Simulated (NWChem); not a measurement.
**doublet [BHF2]+ at 6 levels**

Wanted: a comparison of 6 runs (USVWN5/def2-TZVPP, U-revPBE/def2-TZVPP, UBHLYP/def2-TZVPP, UPBE/def2-TZVPP, UPBE0/def2-TZVPP, UTPSS/def2-TZVPP) of doublet [BHF2]+. 

The calculation is run with NWChem 7.3.0.

## (1) The structure to begin with

[BHF2]+: 4 atoms, total charge +1, spin state doublet. SMILES of the parent species: `FBF`. The shape is that of a PBE0-D4/def2-TZVP optimisation. That shape belongs to the parent species and isn't relaxed for this state.

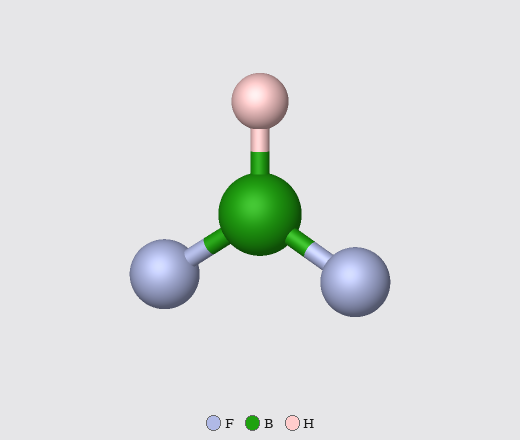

The structure, seen from a chosen angle (fluorine light blue, boron green, hydrogen pink).

## (2) A single-point energy at USVWN5/def2-TZVPP (run 1)

Input file bf2h.nw:

```
start bf2h
title "BF2H"
memory total 2200 mb
charge 1
geometry units angstroms noautosym nocenter noautoz
   F     1.154300    0.456900   -0.361900
   B    -0.001900   -0.031000    0.025200
   F    -1.095400    0.528700   -0.438900
   H    -0.057000   -0.954600    0.775600
end
basis spherical bse
   * library def2-TZVPP
end
dft
   xc slater vwn_5
   mult 2
   grid fine
   convergence energy 1e-08
   iterations 100
   mulliken
   print low
end
task dft
```

Run with:

```sh
$ nwchem bf2h.nw > bf2h.out
```

Output:

```text
[...]
 d= 0,ls=0.0,diis     1   -222.8820276820 -2.85D+02  1.16D-02  1.54D+00     2.4
[...]
 d= 0,ls=0.0,diis    13   -223.2959435945 -3.56D-10  1.71D-08  1.97D-11    19.6
[...]
         Total DFT energy =     -223.295943594521
      One electron energy =     -426.787467530605
           Coulomb energy =      164.963791899502
    Exchange-Corr. energy =      -23.360827205711
 Nuclear repulsion energy =       61.888559242293
[...]
      Total Density - Mulliken Population Analysis
     ---------------------------------------------
    Atom       Charge   Shell Charges
 -----------   ------   -------------------------------------------------------
    1 F    9     8.90   0.77  1.20  0.63  0.96  0.37  2.26  2.00  0.70  0.00  0.01  0.00
    2 B    5     4.50   0.90  1.07  0.56  0.24  0.00  1.01  0.43  0.02  0.11  0.12  0.06
    3 F    9     8.90   0.77  1.20  0.63  0.96  0.37  2.26  2.00  0.70  0.00  0.01  0.00
    4 H    1     0.70   0.21  0.40  0.07  0.00  0.01  0.00
[...]
      <S2> =      0.7514 (Exact =     0.7500)
[...]
```

It took 20 s on 1 thread of Intel Xeon Platinum 8488C (Sapphire Rapids), shared host; peak memory 0.12 GiB.

## (3) A single-point energy at U-revPBE/def2-TZVPP (run 2)

Input file geom.nw:

```
start geom
title "BF2H revPBE"
memory stack 880 mb heap 220 mb global 1100 mb
charge 1

geometry units angstrom noautosym nocenter noautoz
F        1.154300       0.456900      -0.361900
B       -0.001900      -0.031000       0.025200
F       -1.095400       0.528700      -0.438900
H       -0.057000      -0.954600       0.775600
end

basis "ao basis" spherical bse
F library def2-TZVPP
B library def2-TZVPP
H library def2-TZVPP
end

dft
xc revpbe cpbe96
mult 2
grid fine
convergence energy 1e-08
iterations 100
mulliken
end

task dft
```

Run with:

```sh
$ nwchem geom.nw > geom.out
```

Output:

```text
[...]
          Wavefunction type:  spin polarized.
          No. of atoms     :     4
          No. of electrons :    23
[...]
          Charge           :     1
          Spin multiplicity:     2
[...]
          AO basis - number of functions:   107
[...]
              XC Information
              --------------
                        RevPBE Exchange Functional  1.000
            Perdew 1991 LDA Correlation Functional  1.000 local
           PerdewBurkeErnz. Correlation Functional  1.000 non-local
[...]
 d= 0,ls=0.0,diis     1   -224.3842966105 -2.86D+02  1.15D-02  1.03D+00     2.2
[...]
 d= 0,ls=0.0,diis    13   -224.7747381555 -9.00D-10  2.53D-08  3.24D-11    23.6
[...]
         Total DFT energy =     -224.774738155485
      One electron energy =     -426.955705989215
           Coulomb energy =      165.228636836700
    Exchange-Corr. energy =      -24.936228245263
 Nuclear repulsion energy =       61.888559242293
[...]
      Total Density - Mulliken Population Analysis
     ---------------------------------------------
    Atom       Charge   Shell Charges
 -----------   ------   -------------------------------------------------------
    1 F    9     8.91   0.78  1.19  0.63  0.98  0.32  2.25  2.05  0.69  0.00  0.01  0.00
    2 B    5     4.39   0.92  1.05  0.56  0.20  0.01  0.97  0.38  0.02  0.11  0.12  0.05
    3 F    9     8.91   0.78  1.19  0.63  0.98  0.32  2.25  2.05  0.69  0.00  0.01  0.00
    4 H    1     0.78   0.22  0.45  0.08  0.00  0.02  0.00
[...]
      <S2> =      0.7525 (Exact =     0.7500)
[...]
```

Wall time 24 s (1 thread of Intel Xeon Platinum 8488C (Sapphire Rapids), shared host); peak memory 0.12 GiB.

## (4) A single-point energy at UBHLYP/def2-TZVPP (run 3)

Input file m1.xyz:

```xyz
4

F      1.154300     0.456900    -0.361900
B     -0.001900    -0.031000     0.025200
F     -1.095400     0.528700    -0.438900
H     -0.057000    -0.954600     0.775600
```

Input file run.py:

```python
from ase.io import read
from ase.calculators.nwchem import NWChem

atoms = read('m1.xyz')

calc = NWChem(
    label='m1',
    theory='dft',
    memory='2200 mb',
    basis='def2-TZVPP',
    basispar='spherical bse',
    charge=1,
    dft={'xc': 'bhlyp', 'mult': '2', 'grid': 'fine', 'convergence': 'energy 1e-08', 'iterations': '100', 'mulliken': None},
    task='energy',
)
atoms.calc = calc

print(f"energy = {atoms.get_potential_energy():.6f} eV")
```

Run with:

```sh
$ export ASE_NWCHEM_COMMAND="nwchem PREFIX.nwi > PREFIX.nwo"
$ python run.py
```

Output:

```text
energy = -6115.493674 eV
```

The calculator wrote m1.nwi:

```
title "m1"

permanent_dir m1

scratch_dir m1

start m1

geometry units angstrom nocenter noautosym noautoz
  F  1.1543000000000001e+00 4.5689999999999997e-01 -3.6190000000000000e-01
  B  -1.9000000000000000e-03 -3.1000000000000000e-02 2.5200000000000000e-02
  F  -1.0953999999999999e+00 5.2869999999999995e-01 -4.3890000000000001e-01
  H  -5.7000000000000002e-02 -9.5460000000000000e-01 7.7559999999999996e-01
end

charge 1

memory 2200 mb

basis spherical bse noprint
   * library def2-TZVPP
end

dft
  xc bhlyp
  mult 2
  grid fine
  convergence energy 1e-08
  iterations 100
  mulliken
end

task dft energy
```

m1.nwo:

```text
Northwest Computational Chemistry Package (NWChem) 7.3.0
             --------------------------------------------------------

           Job information
           ---------------

    nwchem branch   = 7.3.0
    use scalapack   = T
    input           = m1.nwi
    prefix          = m1.
    data base       = m1/m1.db
    status          = startup
    nproc           =        1

           Memory information
           ------------------

    heap     =     72089598 doubles =      550.0 Mbytes
    stack    =     72089595 doubles =      550.0 Mbytes
    global   =    144179200 doubles =     1100.0 Mbytes (distinct from heap & stack)
    total    =    288358393 doubles =     2200.0 Mbytes
    verify   = yes
    hardfail = no

[... 92 lines left out ...]
  convergence criterion.
[... 17 lines left out ...]
          Convergence on gradient requested:  5.00D-04
[... 25 lines left out ...]
          Convergence aids based upon iterative change in
[... 30 lines left out ...]
 1-e energy   =    -415.564847
[... 51 lines left out ...]
         Total DFT energy =     -224.740249121387
[... 2 lines left out ...]
    Exchange-Corr. energy =      -24.946084226643
[... 762 lines left out ...]
                     DFT Final Beta Molecular Orbital Analysis
[... 853 lines left out ...]
 center of mass
 --------------
 x =   0.03931961 y =   0.65825244 z =  -0.53482538

 moments of inertia (a.u.)
 ------------------
          24.612654532968           4.606486667933          -5.166989488309
           4.606486667933         181.576698432511          12.049271421244
          -5.166989488309          12.049271421244         186.511585810049

     Multipole analysis of the density
     ---------------------------------

     L   x y z        total         alpha         beta         nuclear
     -   - - -        -----         -----         ----         -------
     0   0 0 0      1.000000    -12.000000    -11.000000     24.000000

     1   1 0 0     -0.036469     -0.444214     -0.468332      0.876077
[... 8 lines of this table left out ...]
     2   0 0 2     -8.576737    -11.420622     -9.716170     12.560054

 Task  times  cpu:       22.3s     wall:       22.3s
 Total times  cpu:       22.4s     wall:       22.4s
```

Run time: 23 s. Hardware: 1 thread of Intel Xeon Platinum 8488C (Sapphire Rapids), shared host; peak memory 0.12 GiB.

Runs 4 to 5 aren't shown in full; the table further down has their settings and results.

## (5) The energy at UTPSS/def2-TZVPP (run 6)

Input file bf2h.nw:

```
start bf2h
title "BF2H"
memory 2200 mb
charge 1
geometry units angstrom noautosym nocenter noautoz
  F      1.154300     0.456900    -0.361900
  B     -0.001900    -0.031000     0.025200
  F     -1.095400     0.528700    -0.438900
  H     -0.057000    -0.954600     0.775600
end
basis spherical bse
  F library def2-TZVPP
  B library def2-TZVPP
  H library def2-TZVPP
end
dft
  xc xtpss03 ctpss03
  mult 2
  grid fine
  convergence energy 1e-08
  iterations 100
  mulliken
  noprint "final vectors analysis"
end
task dft energy
```

Run with:

```sh
$ nwchem bf2h.nw > bf2h.out
```

Output:

```text
[...]
          Wavefunction type:  spin polarized.
          No. of atoms     :     4
          No. of electrons :    23
[...]
          Charge           :     1
          Spin multiplicity:     2
[...]
          AO basis - number of functions:   107
[...]
              XC Information
              --------------
                  TPSS metaGGA Exchange Functional  1.000
             TPSS03 metaGGA Correlation Functional  1.000
[...]
 d= 0,ls=0.0,diis     1   -224.4894592886 -2.86D+02  1.05D-02  9.84D-01     2.4
[...]
 d= 0,ls=0.0,diis    13   -224.8681726669 -1.46D-09  1.29D-08  6.11D-12    27.1
[...]
         Total DFT energy =     -224.868172666920
      One electron energy =     -427.029853997236
           Coulomb energy =      165.317228539370
    Exchange-Corr. energy =      -25.044106451348
 Nuclear repulsion energy =       61.888559242293
[...]
      Total Density - Mulliken Population Analysis
     ---------------------------------------------
    Atom       Charge   Shell Charges
 -----------   ------   -------------------------------------------------------
    1 F    9     8.94   0.77  1.20  0.64  0.98  0.35  2.25  2.06  0.68  0.00  0.01  0.00
    2 B    5     4.33   0.92  1.06  0.55  0.18  0.01  0.95  0.37  0.02  0.11  0.11  0.06
    3 F    9     8.94   0.77  1.20  0.64  0.98  0.35  2.25  2.06  0.68  0.00  0.01  0.00
    4 H    1     0.80   0.22  0.48  0.07  0.00  0.02  0.00
[...]
      <S2> =      0.7540 (Exact =     0.7500)
[...]
```

It took 28 s on 1 thread of Intel Xeon Platinum 8488C (Sapphire Rapids), shared host; peak memory 0.12 GiB.

## (6) The series

| run | level | energy (Eh) | ⟨S²⟩ | wall time |
| --- | --- | --- | --- | --- |
| 1 | USVWN5/def2-TZVPP | -223.295944 | 0.751 | 20 s |
| 2 | U-revPBE/def2-TZVPP | -224.774738 | 0.752 | 24 s |
| 3 | UBHLYP/def2-TZVPP | -224.740249 | 0.761 | 23 s |
| 4 | UPBE/def2-TZVPP | -224.618587 | 0.752 | 26 s |
| 5 | UPBE0/def2-TZVPP | -224.606567 | 0.756 | 24 s |
| 6 | UTPSS/def2-TZVPP | -224.868173 | 0.754 | 28 s |

## (7) Results

| quantity | value |
| --- | --- |
| run 6: total energy | -224.86817 Eh |
| run 6: ⟨S²⟩ | 0.754 |

In words: Totals of different functionals can't be ranked against each other. All runs together took 2.4 min, the longest 28 s.
